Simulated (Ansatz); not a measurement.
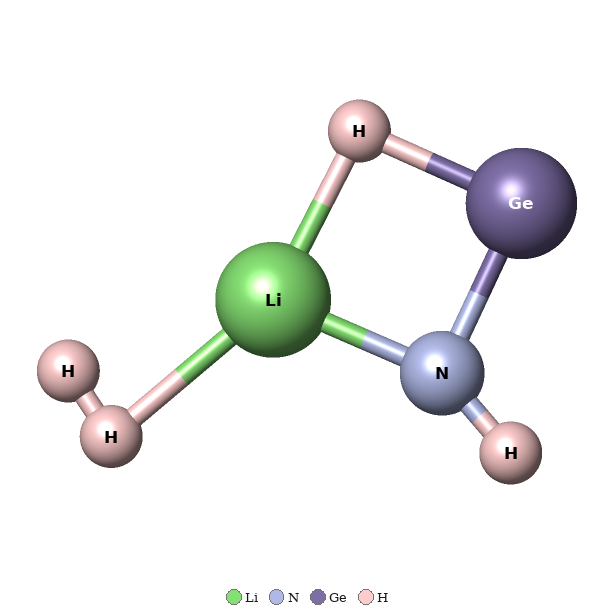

Ball-and-stick drawing of a structure.

The computed structure is the end point of a PBE0-D4/def2-TZVP optimisation. No frequency run is at hand to confirm it as a minimum.

Count the atoms of each element.

Answer. GeH4LiN, 7 atoms: 1 germanium, 4 hydrogen, 1 lithium and 1 nitrogen.

How many bonds of each kind are drawn?

Answer. 2 Li–H, 1 Li–N, 1 Ge–N, 1 H–H, 1 Ge–H, 1 N–H. Sticks follow a distance rule.

The parts below concern this one geometry. Atoms keep their numbers from picture to picture.

## Geometry

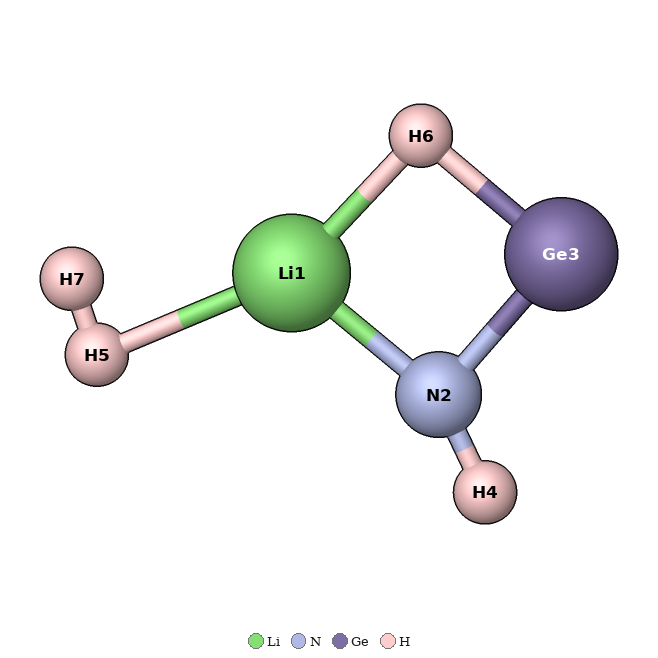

Atoms carry their numbers in the input. No frequency run is at hand to confirm it as a minimum.

Estimate the angles N2–Li1–H5, N2–Li1–H6, H5–Li1–H6, Li1–N2–Ge3, Li1–N2–H4, Ge3–N2–H4, N2–Ge3–H6, Li1–H5–H7, Li1–H6–Ge3.

```tsv
angle	degrees
N2–Li1–H5	116.7
N2–Li1–H6	86.4
H5–Li1–H6	156.8
Li1–N2–Ge3	91.5
Li1–N2–H4	154.3
Ge3–N2–H4	114.2
N2–Ge3–H6	89.1
Li1–H5–H7	83.5
Li1–H6–Ge3	92.9
```

## Dipole moment

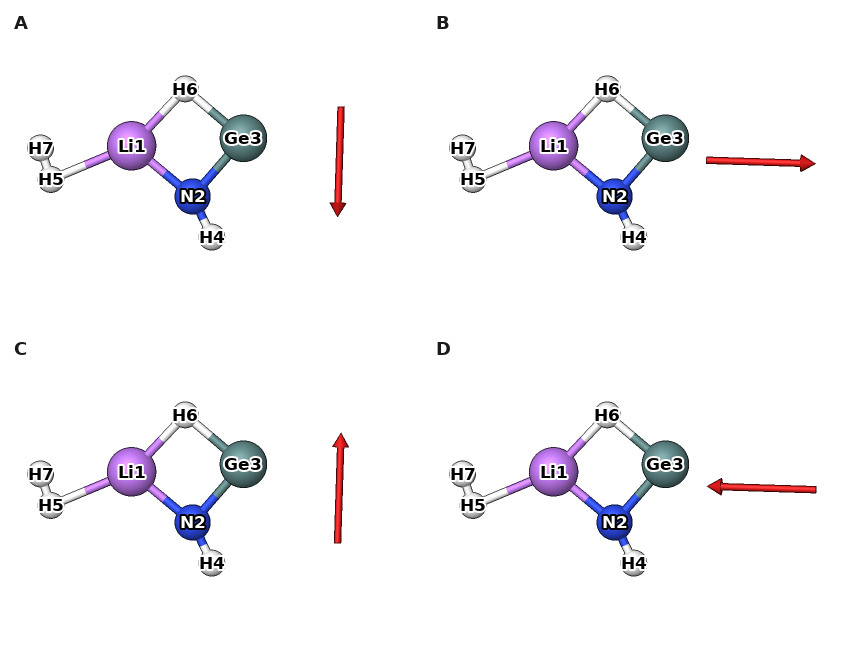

The same molecule four times, each with an arrow. No frequency run is at hand to confirm it as a minimum. Level of theory: RKS PBE0-D4/def2-TZVP (Ansatz 0.2.0).

Which arrow points along the dipole moment, from the negative to the positive end?

Answer. D. The dipole moment is 3.82 D; it points from the side of Ge3 to the side of H7 (the outermost atoms at the two ends).

## Electronic properties

No frequency run is at hand to confirm it as a minimum. Properties computed with RKS PBE0-D4/def2-TZVPP (Ansatz 0.2.0).

What is the HOMO energy (Kohn–Sham orbital)?

Answer. −5.79 eV.

Give the LUMO energy (Kohn–Sham orbital) at this level.

Answer. −0.89 eV.

Give the dispersion correction at this level.

Answer. −7.4 kJ/mol.

## Charges

The questions are on Mulliken charges. No frequency run is at hand to confirm it as a minimum. Properties computed with RKS PBE0-D4/def2-TZVP (Ansatz 0.2.0).

Give the Mulliken charges atom by atom.

| atom | value (e) |
| --- | --- |
| Li1 | 0.65 |
| N2 | −0.80 |
| Ge3 | 0.10 |
| H4 | 0.21 |
| H5 | 0.05 |
| H6 | −0.20 |
| H7 | 0.00 |

Mulliken values depend strongly on the basis set and can even reverse the polarity of a bond.
